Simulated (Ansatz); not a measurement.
# Calculations on WH4O3Cl2

Part 1: Relaxation

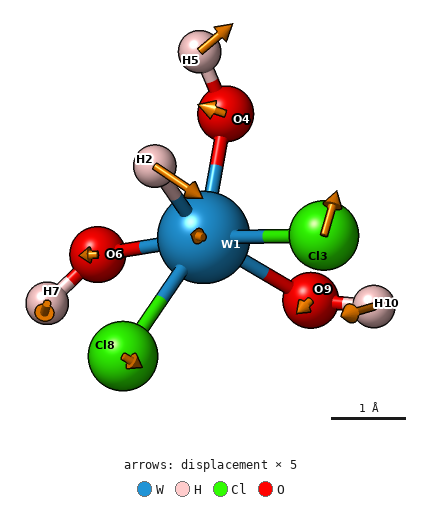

This is a relaxation of WH4O3Cl2. The starting structure is drawn; orange arrows show the displacements, magnified 5 times. The two geometries are superimposed by the best rigid fit.

The picture is a ball-and-stick view, seen at a tilt.

The run prepares an end point of a later path (reaction) calculation, from a guessed geometry.

All numbers below come from RKS PBE0-D4/def2-SVP in Ansatz.

Input
```yaml
crystal:
  periodic: [false, false, false]
  atoms:
    - { symbol: W, position_ang: [-0.146574, 0.172507, -0.095719] }
    - { symbol: H, position_ang: [0.352612, 0.486472, 1.516358] }
    - { symbol: Cl, position_ang: [2.254527, 0.071956, -0.137716] }
    - { symbol: O, position_ang: [-0.348044, 2.013848, -0.025173] }
    - { symbol: H, position_ang: [-0.339454, 2.603461, 0.738662] }
    - { symbol: O, position_ang: [-1.999861, -0.052391, 0.084829] }
    - { symbol: H, position_ang: [-2.452868, -0.868568, 0.329814] }
    - { symbol: Cl, position_ang: [-0.085777, -1.999925, 0.747354] }
    - { symbol: O, position_ang: [0.238372, 0.028196, -1.923393] }
    - { symbol: H, position_ang: [1.144767, 0.037644, -2.277116] }
basis:
  gaussian: { orbitals: def2-SVP }
hamiltonian:
  xc: pbe0
  dispersion: d4
relax:
  f_tol: 0.03
  max_steps: 50
```

Run as
```bash
ansatz run input.yaml --threads 4 --pin off --max-ram 5120MiB --backend cpu --events-out ev --progress --plain --runs-dir out
```

**What did the optimiser do to the structure, and how much energy did it gain?**

The largest move after the best rigid fit is that of H2, 0.17 Å. Largest moves by element: H 0.17 Å, Cl 0.14 Å, O 0.08 Å, W 0.06 Å. Near-neighbour distances that change, for instance: W1–Cl3 2.404 → 2.453 Å, W1–H2 1.717 → 1.679 Å, W1–O4 1.854 → 1.844 Å, W1–O9 1.873 → 1.867 Å. Among the angles between lasting bonds that change: W1–O4–H5 129.5° → 137.9°, H2–W1–O9 150.5° → 142.7°, H2–W1–Cl3 74.5° → 67.0°. Over 7 accepted moves (10 points after the start) the energy falls by 0.060 eV. The largest force component goes from 0.37 to 0.026 eV/Å. The line search rejected the trial steps at points 1, 6, 9 of the run. The run took 37 s on 4 threads of Arm Neoverse V1 (shared host), peak memory 0.36 GiB.

Part 2: Relaxation

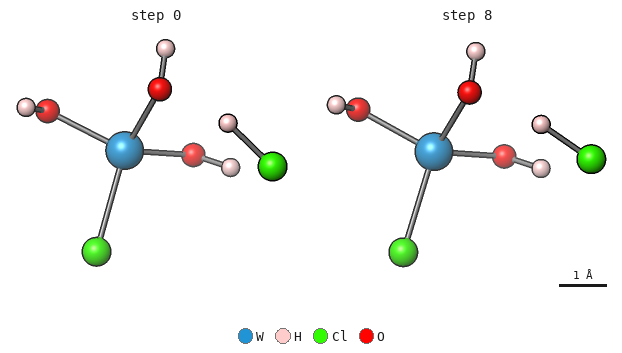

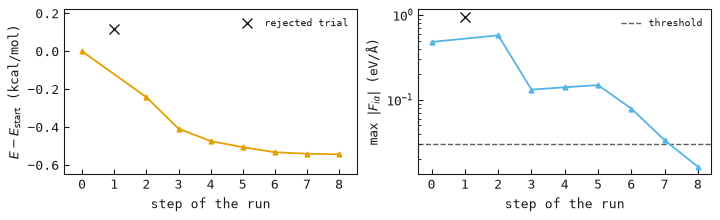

First and last geometry of a relaxation of WH4O3Cl2, with the history of the run. Style: ball-and-stick. Shown at a tilt.

The run prepares an end point of a later path (reaction) calculation, from a guessed geometry.

These are results of RKS PBE0-D4/def2-SVP (Ansatz 0.2.0), not measurements.

Input
```yaml
crystal:
  periodic: [false, false, false]
  atoms:
    - { symbol: W, position_ang: [-0.724876, -0.247777, -0.412602] }
    - { symbol: H, position_ang: [1.488495, 1.097067, 0.917538] }
    - { symbol: Cl, position_ang: [2.64844, 0.504761, 0.579348] }
    - { symbol: O, position_ang: [-0.216513, 1.299178, 0.625343] }
    - { symbol: H, position_ang: [-0.455874, 2.14484, 0.201272] }
    - { symbol: O, position_ang: [-2.567656, 0.029893, -0.259517] }
    - { symbol: H, position_ang: [-2.861628, 0.003715, 0.677162] }
    - { symbol: Cl, position_ang: [-0.555636, -2.490245, -0.095787] }
    - { symbol: O, position_ang: [0.469012, 0.065216, -1.809499] }
    - { symbol: H, position_ang: [1.393937, 0.086552, -1.465358] }
basis:
  gaussian: { orbitals: def2-SVP }
hamiltonian:
  xc: pbe0
  dispersion: d4
relax:
  f_tol: 0.03
  max_steps: 50
```

Run as
```bash
ansatz run input.yaml --threads 4 --pin off --max-ram 5120MiB --backend cpu --events-out ev --progress --plain --runs-dir out
```

What do the curves and the structures tell?

Answer. It converged. The atom that moves furthest after the best rigid fit is Cl3 (0.23 Å). Largest moves by element: Cl 0.23 Å, O 0.08 Å, H 0.08 Å, W 0.05 Å. Among the contacts that change: W1–Cl3 3.596 → 3.768 Å, W1–H2 2.912 → 2.964 Å, H2–Cl3 1.346 → 1.318 Å. The energy falls by 0.54 kcal/mol in 7 accepted moves (8 points after the start). The largest force component goes from 0.48 to 0.016 eV/Å. The line search rejected the trial step at point 1 of the run.

Part 3: Path

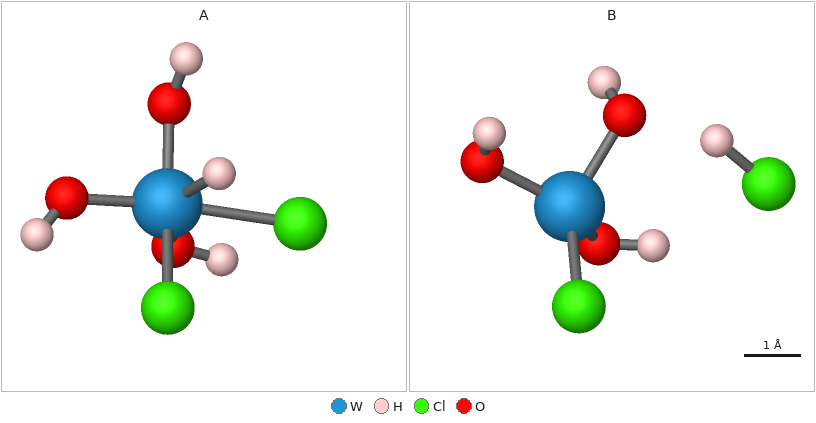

The two relaxed end points of a path for WH4O3Cl2. A ball-and-stick model, seen at a tilt.

The calculation used RKS PBE0-D4/def2-SVP in Ansatz 0.2.0.

Settings: 5 movable images; climbing image; force threshold 0.03 eV/Å; iteration limit 60.

Start:
```xyz
10

W    -0.2011    0.1837   -0.0911
H     0.4825    0.4206    1.4243
Cl    2.2509    0.2112   -0.1400
O    -0.3911    2.0127    0.0479
H    -0.2629    2.6960    0.7148
O    -2.0520   -0.0633    0.1083
H    -2.5332   -0.8852    0.2623
Cl   -0.0696   -2.0061    0.6794
O     0.2261   -0.0261   -1.8961
H     1.1680   -0.0503   -2.1519
```

End:
```xyz
10

W    -0.7337   -0.3424   -0.3430
H     1.5331    1.2537    0.7046
Cl    2.7483    0.9460    0.2974
O    -0.2343    1.2602    0.6066
H    -0.5554    2.0743    0.1717
O    -2.5743   -0.1273   -0.0832
H    -2.8171   -0.1028    0.8657
Cl   -0.4382   -2.5589    0.0454
O     0.3772   -0.0117   -1.7999
H     1.3121    0.1020   -1.5074
```

### What barrier does the band find between them, and by what path?

The highest point, image 4, lies 134.1 kJ/mol above the start and 13.8 kJ/mol above the end; the end is at +120.2 kJ/mol relative to the start. Breaking: W1–Cl3 (2.45 → 3.22 at the top → 3.77 Å), W1–H2 (1.68 → 2.19 at the top → 2.96 Å). Forming: H2–Cl3 (2.37 → 1.36 at the top → 1.32 Å). The band converged in 22 iterations. The largest component of the band force went from 73 to 0.028 eV/Å. The climbing image converged on the top of the path. Its vibrational analysis gives one imaginary mode (77i cm⁻¹), as a transition state must have.

Energies of the converged images:

| image | path (Å) | E (kJ/mol) |
| --- | --- | --- |
| 0 | 0.00 | 0.0 |
| 1 | 0.91 | 10.3 |
| 2 | 1.82 | 19.9 |
| 3 | 2.73 | 54.8 |
| 4 | 3.65 | 134.1 |
| 5 | 4.60 | 129.2 |
| 6 | 5.55 | 120.2 |

The geometry at the top of the path:

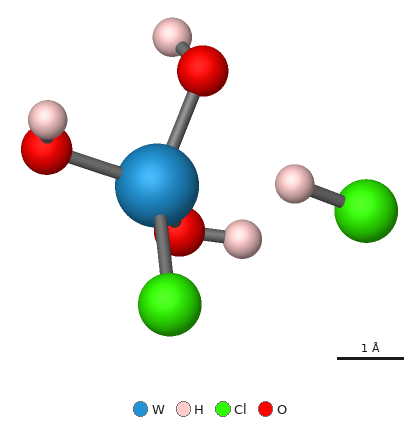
